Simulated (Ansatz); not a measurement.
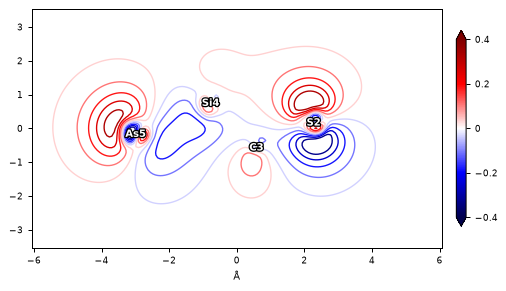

*CH9AsSSi2. The HOMO−1 on the plane of atoms S2, C3 and Si4 (values in Å⁻³ᐟ²; the overall sign is arbitrary).*

These are results of RHF/def2-SVP (Ansatz), not measurements.

```json
{"atom": "Si", "x (Å)": "-1.8062", "y (Å)": "2.0883", "z (Å)": "0.5648"}
{"atom": "S", "x (Å)": "-0.2935", "y (Å)": "1.0877", "z (Å)": "1.7203"}
{"atom": "C", "x (Å)": "0.7337", "y (Å)": "0.2808", "z (Å)": "0.4148"}
{"atom": "Si", "x (Å)": "0.2271", "y (Å)": "-1.5247", "z (Å)": "0.1160"}
{"atom": "As", "x (Å)": "1.5757", "y (Å)": "-2.6159", "z (Å)": "-1.5280"}
{"atom": "H", "x (Å)": "-2.6617", "y (Å)": "2.7854", "z (Å)": "1.5463"}
{"atom": "H", "x (Å)": "-1.1911", "y (Å)": "3.0610", "z (Å)": "-0.3676"}
{"atom": "H", "x (Å)": "-2.6133", "y (Å)": "1.1348", "z (Å)": "-0.2290"}
{"atom": "H", "x (Å)": "0.7086", "y (Å)": "0.8643", "z (Å)": "-0.5067"}
{"atom": "H", "x (Å)": "1.7613", "y (Å)": "0.3214", "z (Å)": "0.7772"}
{"atom": "H", "x (Å)": "-1.1760", "y (Å)": "-1.5825", "z (Å)": "-0.3526"}
{"atom": "H", "x (Å)": "0.3579", "y (Å)": "-2.2867", "z (Å)": "1.3775"}
{"atom": "H", "x (Å)": "2.8913", "y (Å)": "-2.1388", "z (Å)": "-0.9573"}
{"atom": "H", "x (Å)": "1.4733", "y (Å)": "-1.5043", "z (Å)": "-2.5469"}
```

**Where does this orbital lie, and at what energy?**

Its weight (Hirshfeld) is mainly on As5 (about 40 %), S2 (about 35 %) and Si4 (about 10 %). Its energy is −10.12 eV.
